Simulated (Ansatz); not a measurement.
The starting structures come from a database of crystals and need not be the phases stable at ambient conditions.

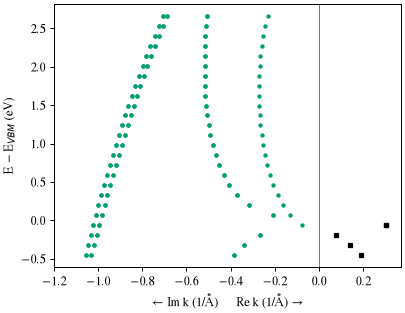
Complex bands at the centre of the two-dimensional zone; r2SCAN (Ansatz, a program for electronic structure)

The gap is the functional's own, uncorrected, and κ follows it; spin-orbit coupling is left out. Mid-gap values are interpolated between the computed energies.

### Question
This is CsLuS$_{2}$ (R-3m, not sure to be the ambient phase, 4 atoms a cell, 27.7 Å³ an atom) along the normal of (001). Read off the slowest decay at the centre of the two-dimensional zone at 1.24 eV, the computed energy nearest the middle of the gap.

### Answer
κ ≈ 0.26 1/Å, a decay length 1/(2κ) of the density of 1.9 Å.
